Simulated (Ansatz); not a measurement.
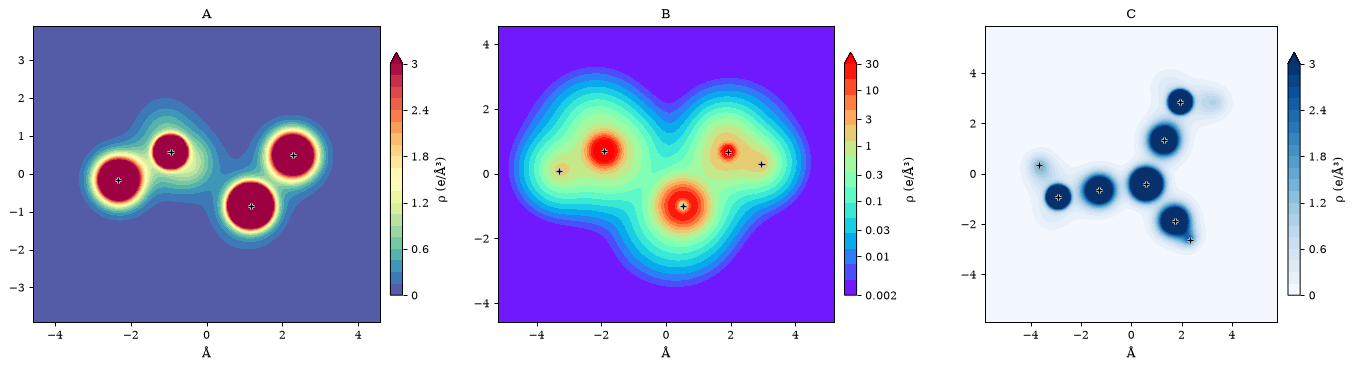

The total electron density of 3 systems, each on a plane through atoms (crosses mark nuclei in the plane).

Computed with isolated molecule in a Gaussian basis; Kohn-Sham density functional theory, functional PBE0 (Ansatz 0.2.0).

System 1: H7O3ScSi2 (SMILES [OH][Sc]([O][SiH3])[O][SiH3]), the plane of atoms O2, Sc4 and O3. Geometry: PBE0-D4/def2-SVP.

```csv
atom,x (Å),y (Å),z (Å)
O,-0.2355,2.5434,-1.2064
O,-1.5049,-0.3558,-0.5253
O,1.4914,0.4068,0.5037
Sc,-0.0856,0.8855,-0.4189
Si,-2.7615,-1.4170,-0.6393
Si,2.8918,0.0423,1.2938
H,-0.3305,3.4001,-1.6222
H,-3.0239,-2.0769,0.6786
H,-4.0170,-0.7206,-1.0648
H,-2.4611,-2.4853,-1.6444
H,4.0296,-0.0741,0.3273
H,2.7732,-1.2562,2.0290
H,3.2339,1.1078,2.2889
```

System 2: F6GaP (SMILES F[P+](F)(F)[Ga-]([F])([F])[F]), the plane of atoms F2, P8 and Ga7. Geometry: PBE0-D4/def2-SVP.

```
atom    x (Å)    y (Å)    z (Å)
   F   0.8948  -1.5175   1.4306
   F   0.7581  -1.9213  -0.9448
   F   2.2565  -0.2328  -0.0923
   F  -0.5240   1.9964   1.2195
   F  -0.6993   1.5012  -1.7388
   F  -2.3923  -0.1018   0.1562
  Ga  -1.0734   1.0081  -0.1084
   P   0.7795  -0.7323   0.0779
```

System 3: C2H10AsIn (SMILES [CH3][InH-]([CH3])[AsH3+]), the plane of atoms In4, C1 and H6. Geometry: PBE0-D4/def2-SVP; core potentials replace the inner electrons of In.

| atom | x (Å) | y (Å) | z (Å) |
| --- | --- | --- | --- |
| C | -1.3711 | 1.6988 | -0.4164 |
| C | 1.8471 | 0.5038 | 1.1302 |
| As | -0.2548 | -1.9282 | -0.9570 |
| In | -0.3194 | 0.3539 | 0.9391 |
| H | -2.3396 | 1.2820 | -0.7307 |
| H | -1.5686 | 2.6534 | 0.0967 |
| H | -0.7685 | 1.9169 | -1.3109 |
| H | -1.2268 | -0.5448 | 2.1328 |
| H | 2.2883 | -0.4363 | 1.4935 |
| H | 2.0958 | 1.2930 | 1.8576 |
| H | 2.3156 | 0.7714 | 0.1712 |
| H | 0.3827 | -3.2484 | -0.5746 |
| H | 0.4392 | -1.8127 | -2.2994 |
| H | -1.5327 | -2.5320 | -1.5030 |

Question: Match each panel to its system.

Answer: Panel A is system 2, F6GaP: the plane holds F, Ga and P. P–F (1.57 Å): ρ is about 1.4 e/Å³ halfway. Panel B is system 3, C2H10AsIn: the plane holds C, As, In and H. C–In (2.18 Å): ρ at the midpoint is about 0.62 e/Å³. Panel C is system 1, H7O3ScSi2: the plane holds O, Sc, Si and H. Si–O (1.65 Å): ρ is about 1.1 e/Å³ halfway.
